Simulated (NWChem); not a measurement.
## Energy and gradient calculation of GeHF3

- system: GeHF3, SMILES [F][GeH]([F])[F]
- method: B3LYP/6-31G*, RKS (NWChem 7.3.0)

The geometry comes from this level: PBE0-D4/def2-TZVP.

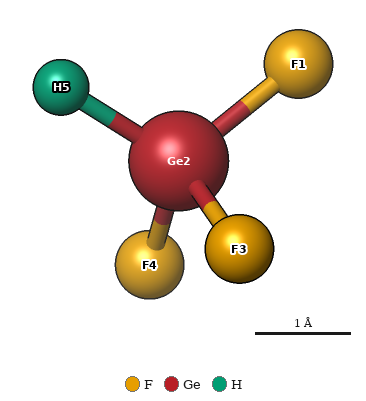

*The structure as given in the input (ball-and-stick view, seen at a tilt; atoms are numbered from 1 in the order of the input). Sticks mark near contacts.*

Bond lengths as drawn: F–Ge 1.71 Å and Ge–H 1.52 Å.

**Input**
```
start f3geh
title "F3GeH"
memory stack 880 mb heap 220 mb global 1100 mb
geometry noautosym nocenter noautoz
  F    -0.249800   -0.734100    1.483000
  Ge    0.095600   -0.008700   -0.023300
  F    -0.673100    1.515700   -0.011300
  F    -0.708100   -0.944000   -1.204000
  H     1.585200    0.097300   -0.285700
end
basis cartesian
  * library 6-31G*
end
dft
  xc b3lyp
  grid xfine
  convergence energy 1e-08
  maxiter 100
  mulliken
  noprint "final vectors analysis"
end
task dft gradient
```

Run on 1 thread of Intel Xeon (Granite Rapids), 64 GiB of memory available, shared host.

Launch command:
```bash
nwchem f3geh.nw > f3geh.out
```

**Output**
```
Northwest Computational Chemistry Package (NWChem) 7.3.0
             --------------------------------------------------------

           Job information
           ---------------

    nwchem branch   = 7.3.0
    use scalapack   = T
    input           = f3geh.nw
    prefix          = f3geh.
    data base       = ./f3geh.db
    status          = startup
    nproc           =        1

           Memory information
           ------------------

    heap     =     28835840 doubles =      220.0 Mbytes
    stack    =    115343357 doubles =      880.0 Mbytes
    global   =    144179200 doubles =     1100.0 Mbytes (distinct from heap & stack)
    total    =    288358397 doubles =     2200.0 Mbytes
    verify   = yes
    hardfail = no

           Directory information
           ---------------------

  0 permanent = .
  0 scratch   = .

                                NWChem Input Module
                                -------------------

                                       F3GeH
                                       -----

 Scaling coordinates for geometry "geometry" by  1.889725989
 (inverse scale =  0.529177249)

                             Geometry "geometry" -> ""
                             -------------------------

 Output coordinates in angstroms (scale by  1.889725989 to convert to a.u.)

  No.       Tag          Charge          X              Y              Z
 ---- ---------------- ---------- -------------- -------------- --------------
    1 F                    9.0000    -0.24980000    -0.73410000     1.48300000
    2 Ge                  32.0000     0.09560000    -0.00870000    -0.02330000
    3 F                    9.0000    -0.67310000     1.51570000    -0.01130000
    4 F                    9.0000    -0.70810000    -0.94400000    -1.20400000
    5 H                    1.0000     1.58520000     0.09730000    -0.28570000

      Atomic Mass
      -----------

      F                 18.998400
      Ge                73.921900
      H                  1.007825

 Effective nuclear repulsion energy (a.u.)     331.3393956092

            Nuclear Dipole moment (a.u.)
            ----------------------------
        X                 Y               Z
 ---------------- ---------------- ----------------
   -18.9626444050    -3.1042528814     2.6040424123

            XYZ format geometry
            -------------------
     5
 geometry
 F                    -0.24980000    -0.73410000     1.48300000
 Ge                    0.09560000    -0.00870000    -0.02330000
 F                    -0.67310000     1.51570000    -0.01130000
 F                    -0.70810000    -0.94400000    -1.20400000
 H                     1.58520000     0.09730000    -0.28570000

 ==============================================================================
                                internuclear distances
 ------------------------------------------------------------------------------
       center one      |      center two      | atomic units |  angstroms
 ------------------------------------------------------------------------------
    2 Ge               |   1 F                |     3.22609  |     1.70717
    3 F                |   2 Ge               |     3.22631  |     1.70729
    4 F                |   2 Ge               |     3.22627  |     1.70727
    5 H                |   2 Ge               |     2.86529  |     1.51624
 ------------------------------------------------------------------------------
                         number of included internuclear distances:          4
 ==============================================================================

 ==============================================================================
                                 internuclear angles
 ------------------------------------------------------------------------------
        center 1       |       center 2       |       center 3       |  degrees
 ------------------------------------------------------------------------------
    1 F                |   2 Ge               |   3 F                |   106.39
    1 F                |   2 Ge               |   4 F                |   106.39
    1 F                |   2 Ge               |   5 H                |   112.41
    3 F                |   2 Ge               |   4 F                |   106.38
    3 F                |   2 Ge               |   5 H                |   112.40
    4 F                |   2 Ge               |   5 H                |   112.40
 ------------------------------------------------------------------------------
                            number of included internuclear angles:          6
 ==============================================================================

 Summary of "ao basis" -> "" (cartesian)
 ------------------------------------------------------------------------------
       Tag                 Description            Shells   Functions and Types
 ---------------- ------------------------------  ------  ---------------------
 *                           6-31G*                   on all atoms

                                 NWChem DFT Module
                                 -----------------

                                       F3GeH

                      Basis "ao basis" -> "ao basis" (cartesian)
                      -----
  [basis functions not shown]

 Summary of "ao basis" -> "ao basis" (cartesian)
 ------------------------------------------------------------------------------
       Tag                 Description            Shells   Functions and Types
 ---------------- ------------------------------  ------  ---------------------
 F                           6-31G*                  6       15   3s2p1d
 Ge                          6-31G*                 12       35   5s4p3d
 H                           6-31G*                  2        2   2s

 Summary of "ao basis" -> "ao basis" (cartesian)
 ------------------------------------------------------------------------------
       Tag                 Description            Shells   Functions and Types
 ---------------- ------------------------------  ------  ---------------------
 F                           6-31G*                  6       15   3s2p1d
 Ge                          6-31G*                 12       35   5s4p3d
 H                           6-31G*                  2        2   2s

  Caching 1-el integrals
  itol2e modified to match energy
  convergence criterion.
  tol_rho modified to match energy
  convergence criterion.

            General Information
            -------------------
          SCF calculation type: DFT
          Wavefunction type:  closed shell.
          No. of atoms     :     5
          No. of electrons :    60
           Alpha electrons :    30
            Beta electrons :    30
          Charge           :     0
          Spin multiplicity:     1
          Use of symmetry is: off; symmetry adaption is: off
          Maximum number of iterations: 100
          AO basis - number of functions:    82
                     number of shells:    32
          Convergence on energy requested:  1.00D-08
          Convergence on density requested:  1.00D-05
          Convergence on gradient requested:  5.00D-04

              XC Information
              --------------
                         B3LYP Method XC Potential
                     Hartree-Fock (Exact) Exchange  0.200
                        Slater Exchange Functional  0.800 local
                    Becke 1988 Exchange Functional  0.720 non-local
              Lee-Yang-Parr Correlation Functional  0.810
                  VWN I RPA Correlation Functional  0.190 local

             Grid Information
             ----------------
          Grid used for XC integration:  xfine
          Radial quadrature: Mura-Knowles
          Angular quadrature: Lebedev.
          Tag              B.-S. Rad. Rad. Pts. Rad. Cut. Ang. Pts.
          ---              ---------- --------- --------- ---------
          F                   0.50      100           8.0      1454
          Ge                  1.25      160           7.0      1454
          H                   0.35      100           8.0      1202
          Grid pruning is: on
          Number of quadrature shells:   560
          Spatial weights used:  Erf1

          Convergence Information
          -----------------------
          Convergence aids based upon iterative change in
          total energy or number of iterations.
          Levelshifting, if invoked, occurs when the
          HOMO/LUMO gap drops below (HL_TOL):  1.00D-02
          DIIS, if invoked, will attempt to extrapolate
          using up to (NFOCK): 10 stored Fock matrices.

                    Damping( 0%)  Levelshifting(0.5)       DIIS
                  --------------- ------------------- ---------------
          dE  on:    start            ASAP                start
          dE off:    2 iters        100 iters           100 iters

      Screening Tolerance Information
      -------------------------------
          Density screening/tol_rho:  1.00D-11
          AO Gaussian exp screening on grid/accAOfunc:  18
          CD Gaussian exp screening on grid/accCDfunc:  20
          XC Gaussian exp screening on grid/accXCfunc:  20
          Schwarz screening/accCoul:  1.00D-09

      Superposition of Atomic Density Guess
      -------------------------------------

 Sum of atomic energies:       -2373.63666508

      Non-variational initial energy
      ------------------------------

 Total energy =   -2373.957535
 1-e energy   =   -3973.189884
 2-e energy   =    1267.892953
 HOMO         =      -0.488493
 LUMO         =       0.022472

   Time after variat. SCF:      0.5

     ---------------------------------------------
      Total Density - Mulliken Population Analysis
     ---------------------------------------------

    Atom       Charge   Shell Charges
 -----------   ------   -------------------------------------------------------
    1 F    9     9.64   2.00  1.00  3.47  0.84  2.22  0.11
    2 Ge  32    30.18   2.00  2.00  6.00  2.00  5.99  1.03  0.92  0.16  0.12  6.91  2.94  0.11
    3 F    9     9.64   2.00  1.00  3.47  0.84  2.22  0.11
    4 F    9     9.64   2.00  1.00  3.47  0.84  2.22  0.11
    5 H    1     0.91   0.41  0.50
   Time prior to 1st pass:      0.5

 Grid_pts file          = ./f3geh.gridpts.0
 Record size in doubles =  12289        No. of grid_pts per rec  =   3070
 Max. records in memory =    293        Max. recs in file   = *********

 Grid integrated density:      59.999998768090
 Requested integration accuracy:   0.10E-07

           Memory utilization after 1st SCF pass:
           Heap Space remaining (MW):        0.00                  54
          Stack Space remaining (MW):      115.34           115342780

   convergence    iter        energy       DeltaE   RMS-Dens  Diis-err    time
 ---------------- ----- ----------------- --------- --------- ---------  ------
 d= 0,ls=0.0,diis     1  -2376.8573148836 -2.71D+03  2.48D-02  1.89D+00     2.0
 Grid integrated density:      59.999998649017
 Requested integration accuracy:   0.10E-07
 d= 0,ls=0.0,diis     2  -2376.7300518986  1.27D-01  1.37D-02  3.05D+00     3.4
 Grid integrated density:      59.999998616865
 Requested integration accuracy:   0.10E-07
 d= 0,ls=0.0,diis     3  -2376.9799841799 -2.50D-01  1.80D-03  1.33D-01     4.8
 Grid integrated density:      59.999998624464
 Requested integration accuracy:   0.10E-07
 d= 0,ls=0.0,diis     4  -2376.9884192697 -8.44D-03  5.32D-04  5.69D-03     6.1
 d= 0,ls=0.0,diis     5  -2376.9887001090 -2.81D-04  1.31D-04  3.12D-04     7.6
  Resetting Diis
 d= 0,ls=0.0,diis     6  -2376.9887145462 -1.44D-05  1.84D-05  2.06D-06     9.2
 d= 0,ls=0.0,diis     7  -2376.9887147351 -1.89D-07  6.90D-06  1.24D-07    10.7
 d= 0,ls=0.0,diis     8  -2376.9887147349  2.75D-10  2.97D-06  2.08D-07    12.2

         Total DFT energy =    -2376.988714734855
      One electron energy =    -3972.466305510653
           Coulomb energy =     1375.098005773768
    Exchange-Corr. energy =     -110.959810607133
 Nuclear repulsion energy =      331.339395609163

 Numeric. integr. density =       59.999999911415

     Total iterative time =     11.7s

     ---------------------------------------------
      Total Density - Mulliken Population Analysis
     ---------------------------------------------

    Atom       Charge   Shell Charges
 -----------   ------   -------------------------------------------------------
    1 F    9     9.37   1.99  0.95  3.30  0.96  2.11  0.07
    2 Ge  32    30.93   2.00  1.99  6.00  1.93  5.99  1.18  1.47  0.06  0.15  6.96  2.96  0.26
    3 F    9     9.37   1.99  0.95  3.30  0.96  2.11  0.07
    4 F    9     9.37   1.99  0.95  3.30  0.96  2.11  0.07
    5 H    1     0.94   0.48  0.46

     -------------------------------------------
      Total Density - Lowdin Population Analysis
     -------------------------------------------

    Atom       Charge   Shell Charges
 -----------   ------   -------------------------------------------------------
    1 F    9     9.31   1.98  0.86  3.17  0.53  2.27  0.51
    2 Ge  32    31.14   2.00  1.94  5.99  0.77  5.88  0.34  1.32  0.18  0.40  7.77  3.45  1.11
    3 F    9     9.31   1.98  0.86  3.17  0.53  2.27  0.51
    4 F    9     9.32   1.98  0.86  3.17  0.53  2.27  0.51
    5 H    1     0.92   0.46  0.46

 center of mass
 --------------
 x =  -0.31974386 y =  -0.05200276 z =   0.04405504

 moments of inertia (a.u.)
 ------------------
         500.327774815147          13.282582825478         -32.864164301755
          13.282582825478         314.705768194959          -2.343839720860
         -32.864164301755          -2.343839720860         319.537819954570

     Multipole analysis of the density
     ---------------------------------

     L   x y z        total         alpha         beta         nuclear
     -   - - -        -----         -----         ----         -------
     0   0 0 0     -0.000000    -30.000000    -30.000000     60.000000

     1   1 0 0      0.901980      9.932312      9.932312    -18.962644
     1   0 1 0      0.063998      1.584126      1.584126     -3.104253
     1   0 0 1     -0.158639     -1.381341     -1.381341      2.604042

     2   2 0 0    -22.448993    -32.574358    -32.574358     42.699723
     2   1 1 0      0.179968      2.568147      2.568147     -4.956326
     2   1 0 1     -0.521550     -7.194307     -7.194307     13.867065
     2   0 2 0    -25.335913    -72.587482    -72.587482    119.839051
     2   0 1 1     -0.032675     -0.472885     -0.472885      0.913095
     2   0 0 2    -25.252978    -71.442438    -71.442438    117.631898

            General Information
            -------------------
          SCF calculation type: DFT
          Wavefunction type:  closed shell.
          No. of atoms     :     5
          No. of electrons :    60
           Alpha electrons :    30
            Beta electrons :    30
          Charge           :     0
          Spin multiplicity:     1
          Use of symmetry is: off; symmetry adaption is: off
          Maximum number of iterations: 100
          AO basis - number of functions:    82
                     number of shells:    32
          Convergence on energy requested:  1.00D-08
          Convergence on density requested:  1.00D-05
          Convergence on gradient requested:  5.00D-04

              XC Information
              --------------
                         B3LYP Method XC Potential
                     Hartree-Fock (Exact) Exchange  0.200
                        Slater Exchange Functional  0.800 local
                    Becke 1988 Exchange Functional  0.720 non-local
              Lee-Yang-Parr Correlation Functional  0.810
                  VWN I RPA Correlation Functional  0.190 local

             Grid Information
             ----------------
          Grid used for XC integration:  xfine
          Radial quadrature: Mura-Knowles
          Angular quadrature: Lebedev.
          Tag              B.-S. Rad. Rad. Pts. Rad. Cut. Ang. Pts.
          ---              ---------- --------- --------- ---------
          F                   0.50      100           8.0      1454
          Ge                  1.25      160           7.0      1454
          H                   0.35      100           8.0      1202
          Grid pruning is: on
          Number of quadrature shells:   560
          Spatial weights used:  Erf1

          Convergence Information
          -----------------------
          Convergence aids based upon iterative change in
          total energy or number of iterations.
          Levelshifting, if invoked, occurs when the
          HOMO/LUMO gap drops below (HL_TOL):  1.00D-02
          DIIS, if invoked, will attempt to extrapolate
          using up to (NFOCK): 10 stored Fock matrices.

                    Damping( 0%)  Levelshifting(0.5)       DIIS
                  --------------- ------------------- ---------------
          dE  on:    start            ASAP                start
          dE off:    2 iters        100 iters           100 iters

      Screening Tolerance Information
      -------------------------------
          Density screening/tol_rho:  1.00D-11
          AO Gaussian exp screening on grid/accAOfunc:  18
          CD Gaussian exp screening on grid/accCDfunc:  20
          XC Gaussian exp screening on grid/accXCfunc:  20
          Schwarz screening/accCoul:  1.00D-09

                            NWChem DFT Gradient Module
                            --------------------------

                                       F3GeH

  charge          =   0.00
  wavefunction    = closed shell

                         DFT ENERGY GRADIENTS

    atom               coordinates                        gradient
                 x          y          z           x          y          z
   1 F      -0.472054  -1.387248   2.802464    0.001005   0.003502  -0.007246
   2 Ge      0.180658  -0.016441  -0.044031   -0.002859  -0.000243   0.000559
   3 F      -1.271975   2.864258  -0.021354    0.003042  -0.007442   0.000061
   4 F      -1.338115  -1.783901  -2.275230    0.003219   0.004497   0.005852
   5 H       2.995594   0.183870  -0.539895   -0.004408  -0.000313   0.000774

                 ----------------------------------------
                 |  Time  |  1-e(secs)   |  2-e(secs)   |
                 ----------------------------------------
                 |  CPU   |       0.00   |       2.43   |
                 ----------------------------------------
                 |  WALL  |       0.00   |       2.43   |
                 ----------------------------------------

 Task  times  cpu:       15.8s     wall:       15.8s
 Total times  cpu:       15.8s     wall:       15.8s
```

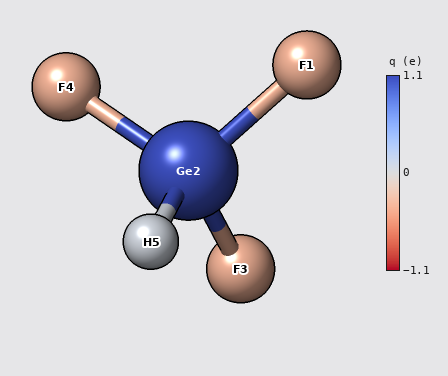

*Mulliken charges, as the colour of each atom (ball-and-stick view, seen at a tilt; atoms are numbered from 1 in the order of the input).*

By element: F −0.37, Ge +1.07 and H +0.06 e.

**Summary**

| quantity | value |
| --- | --- |
| outcome | converged |
| total energy | −2376.988715 hartree |
| basis functions | 82 |
| largest force | 0.417 eV/Å |
| dipole moment | 2.33 D |
| wall time | 17 s |
| peak memory | 0.13 GiB |

**Remarks**

The record of the run, not the program, notes: grid integrates the density poorly.
